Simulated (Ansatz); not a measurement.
CH6BBrOSi (SMILES BOC([SiH3])Br)

Input

```
crystal:
  periodic: [false, false, false]
  atoms:
    - {symbol: B, position_ang: [-1.008275, 1.349870, 1.021340]}
    - {symbol: O, position_ang: [0.274986, 0.961592, 0.851332]}
    - {symbol: C, position_ang: [0.802912, 0.327445, -0.275424]}
    - {symbol: Si, position_ang: [0.319809, -1.508903, -0.386676]}
    - {symbol: Br, position_ang: [0.275192, 1.173420, -1.974528]}
    - {symbol: H, position_ang: [-1.265011, 1.801399, 2.096479]}
    - {symbol: H, position_ang: [-1.810740, 1.233941, 0.143106]}
    - {symbol: H, position_ang: [1.881402, 0.477311, -0.249300]}
    - {symbol: H, position_ang: [-1.156252, -1.577702, -0.504454]}
    - {symbol: H, position_ang: [0.987745, -2.112713, -1.563169]}
    - {symbol: H, position_ang: [0.763632, -2.182759, 0.861695]}
basis:
  gaussian: {orbitals: def2-TZVPP}
hamiltonian: {xc: pbe0, dispersion: d4}
output: {orbitals: {seedname: orbitals}}
```

Launched as:

```sh
ansatz run in.yaml --threads 4 --pin off --events-out ev --progress --plain --max-ram 10444MiB
```

Geometry: PBE0-D4/def2-TZVP.

These are results of RKS PBE0-D4/def2-TZVPP in Ansatz 0.2.0, not measurements.

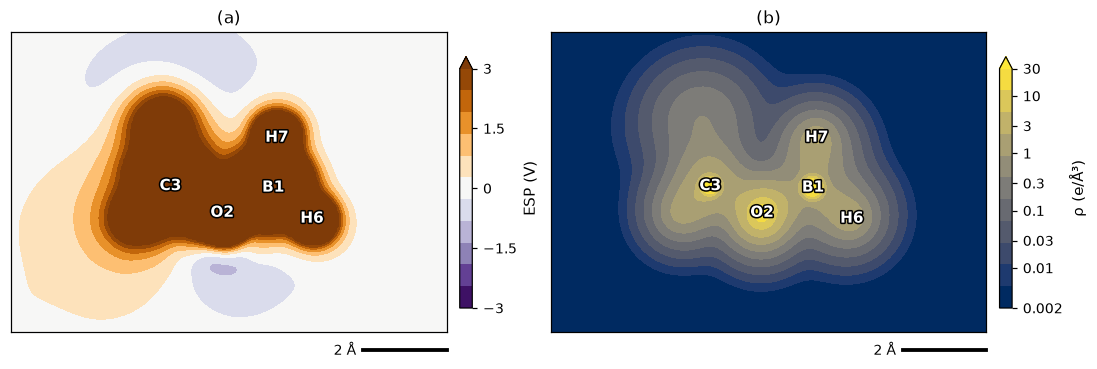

Figure 1. (a) electrostatic potential; (b) electron density on the plane of atoms H6, B1 and H7.

> Read the bonding off the picture.

Atoms in the plane: B, O, C and H. B–O (1.35 Å): the density is about 2.1 e/Å³ at the midpoint. C–O (1.40 Å): ρ is about 2.1 e/Å³ halfway, with its minimum of 1.8 e/Å³ about 0.5 Å from C. B–H (1.19 Å): ρ is about 1.3 e/Å³ halfway. Outside the dense part of the molecule the potential is most negative (−0.9 V) near O2.

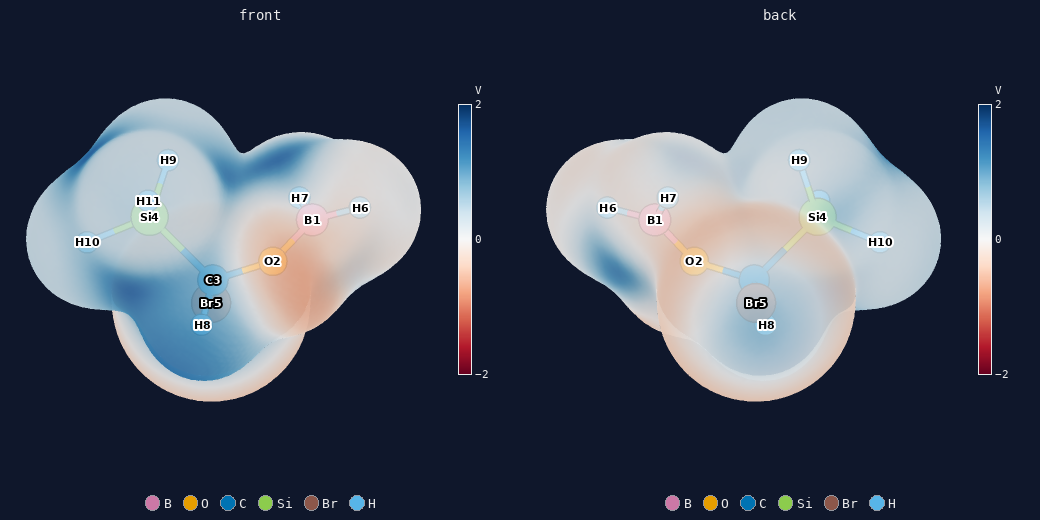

Figure 2. The electrostatic potential painted on the density surface at 0.002 e/bohr³, seen from the front and from behind; the colour scale runs from red (negative) to blue (positive).

> Describe the electrostatic potential map.

The most negative region (about −0.7 V) lies over O2, the most positive (about +1.5 V) over B1 and Si4. Br5 shows a σ-hole: about +0.6 V at the tip opposite its bond, against about −0.3 V on its flanks.

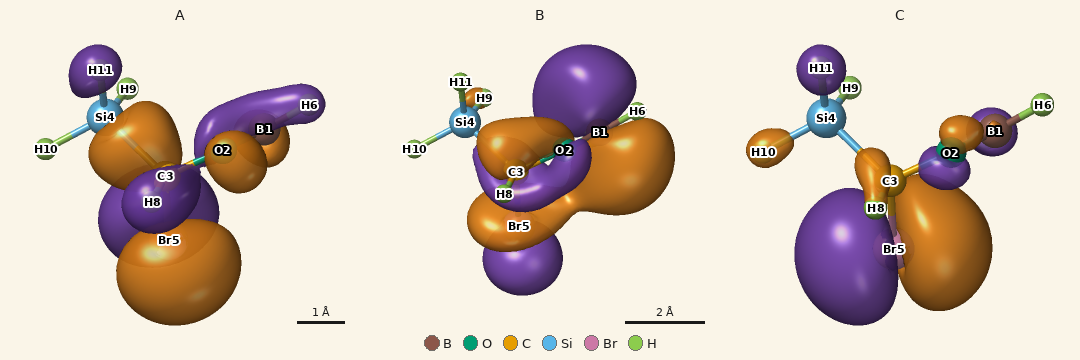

Figure 3. Three frontier orbitals at ±0.08 Å⁻³ᐟ² (orange and purple are the two phases), in no order.

> Order the three orbitals by energy and name them.

C is the HOMO−1 (−8.44 eV). Its weight (Hirshfeld) is mainly on Br5 (about 85 %); largely a lone pair of Br5. A is the HOMO (−7.88 eV). Its weight (Hirshfeld) is mainly on Br5 (about 60 %), C3 (about 10 %), Si4 (about 10 %) and O2 (about 5 %). B is the LUMO (−1.08 eV). It lies mainly on B1 (about 40 %), Br5 (about 20 %), C3 (about 10 %) and O2 (about 10 %).

> What is the HOMO–LUMO gap?

6.80 eV between the orbital energies.
